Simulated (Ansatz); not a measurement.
**BH4O2F: frequency calculation**

System: BH4O2F.
Method: RKS PBE/def2-SVP (Ansatz 0.2.0).

It belongs to a series of runs on one base structure; here: vibrations at the highest image of the band. Figures and captions count atoms from 1; the log counts them from 0 in places.

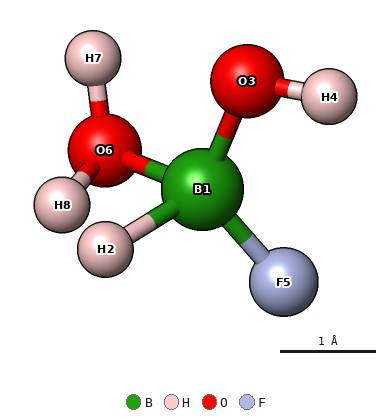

*The structure (ball-and-stick view, seen at a tilt; atoms are numbered from 1 in the order of the input).*

The input
```yaml
crystal:
  periodic: [false, false, false]
  atoms:
    - { symbol: B, position_ang: [0.061499, 0.190732, 0.138161] }
    - { symbol: H, position_ang: [-0.317351, -0.390361, 1.366899] }
    - { symbol: O, position_ang: [1.398065, -0.057932, -0.157815] }
    - { symbol: H, position_ang: [1.489729, -0.749864, -0.834671] }
    - { symbol: F, position_ang: [-0.916317, -0.10378, -0.759425] }
    - { symbol: O, position_ang: [-0.086374, 1.633443, 0.745512] }
    - { symbol: H, position_ang: [0.827907, 1.97145, 0.850848] }
    - { symbol: H, position_ang: [-0.265659, 0.685013, 1.508591] }
basis:
  gaussian: { orbitals: def2-SVP }
hamiltonian:
  xc: pbe
phonons: {}
```

Launched with:
```bash
ansatz run input.yaml --threads 2 --pin off --max-ram 3072MiB --backend cpu --events-out ev --progress --plain --runs-dir out
```

Output
```
Engine: ansatz 0.2.0, x86_64-unknown-linux-gnu
Functional definition: PBE
  parameter kappa = 0.804
  parameter beta = 0.06672455060314922
  exchange = pbe_x(kappa = kappa, mu = beta*pi^2/3)
  correlation = pbe_c(beta = beta)
820 factors; their error is unknown
mean field evaluation 1: about -7533.0205 eV, gradient 6.7e1 eV
mean field evaluation 2: about -7509.9391 eV, gradient 1.3e2 eV
mean field evaluation 4: about -7540.4746 eV, gradient 7.4e0 eV
mean field evaluation 8: about -7540.5552 eV, gradient 2.3e-1 eV
mean field evaluation 16: about -7540.5256 eV, gradient 3.8e-5 eV
mean field -7540.52560887 eV, -277.1092049740 hartree, gradient 3.8e-5 eV, S^2 0.000000; 0 other end points of the search recorded, 0 dependent functions left out
the calculation of the forces begins
reference -7540.52563659 eV, -277.1092059928 hartree; 17, 17 occupied and 59, 59 virtual orbitals, 820 factors
these checks for a lower state are left out or cut short: stability, starts, cluster_reference, orbital_swaps, neighbouring_geometries, increment
820 factors; their error is unknown
mean field -7540.52544390 eV, -277.1091989114 hartree, gradient 1.3e-6 eV, S^2 0.000000; 0 other end points of the search recorded, 0 dependent functions left out
[... from here on the field's lines of each further geometry are left out, up to the last ...]
the calculation of the forces begins
reference -7540.52559824 eV, -277.1092045834 hartree; 17, 17 occupied and 59, 59 virtual orbitals, 820 factors
these checks for a lower state are left out or cut short: stability, starts, cluster_reference, orbital_swaps, neighbouring_geometries, increment
820 factors; their error is unknown
mean field -7540.52557100 eV, -277.1092035825 hartree, gradient 1.6e-6 eV, S^2 0.000000; 0 other end points of the search recorded, 0 dependent functions left out
the calculation of the forces begins
reference -7540.52559872 eV, -277.1092046012 hartree; 17, 17 occupied and 59, 59 virtual orbitals, 820 factors
WARN: phonons: modes at or below zero, which the zero-point energy, F, S and C_V leave out: 1, the lowest at -1211.37 cm⁻¹. A minimum has none, and a first-order saddle one
Total energy: -7540.52563659 eV, -277.1092059928 hartree
Atom 0 at     0.061499     0.190732     0.138161 Å, force    -0.000070     0.000403     0.000180 eV/Å
Atom 1 at    -0.317351    -0.390361     1.366899 Å, force    -0.000010    -0.000276     0.000075 eV/Å
Atom 2 at     1.398065    -0.057932    -0.157815 Å, force    -0.000045    -0.000053     0.000016 eV/Å
Atom 3 at     1.489729    -0.749864    -0.834671 Å, force     0.000023     0.000011    -0.000005 eV/Å
Atom 4 at    -0.916317    -0.103780    -0.759425 Å, force     0.000022    -0.000102     0.000022 eV/Å
Atom 5 at    -0.086374     1.633443     0.745512 Å, force     0.000043     0.000192    -0.000111 eV/Å
Atom 6 at     0.827907     1.971450     0.850848 Å, force     0.000072    -0.000014    -0.000046 eV/Å
Atom 7 at    -0.265659     0.685013     1.508591 Å, force    -0.000036    -0.000160    -0.000131 eV/Å
Dipole moment:     0.355915     0.037038     0.165934 e Å
Vibrations: -1211.37 257.49 339.93 403.79 441.19 564.20 824.39 904.12 915.20 976.42 1050.88 1227.19 1317.95 1385.90 1897.35 1998.42 3661.02 3775.98 cm⁻¹, zero-point energy 1.360195 eV
```

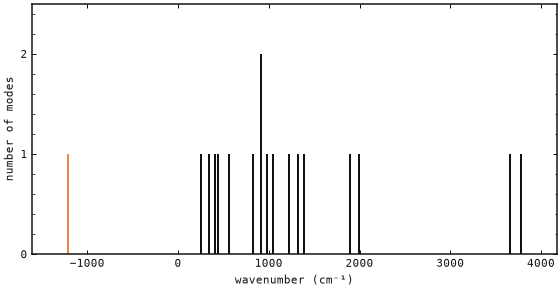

*Harmonic vibrational wavenumbers from the force constants; neighbouring modes closer than 23 cm⁻¹ are counted in one stick, and imaginary ones are drawn at negative wavenumbers.*

18 modes from 1211i to 3776 cm⁻¹, 1 imaginary beyond 8i (1211i cm⁻¹): a first-order saddle point, if the geometry is stationary.

Key numbers

| quantity | value |
| --- | --- |
| outcome | converged |
| total energy | −7540.5256 eV |
| mean-field energy | −7540.5256 eV |
| largest force (length of the vector) | under 0.001 eV/Å |
| hardware | 2 threads of Intel Xeon @ 2.50GHz (Skylake/Cascade Lake), 32 GiB of memory available, shared host |
| wall time | 32 s (CPU time 60 s) |
| peak memory | 0.12 GiB |
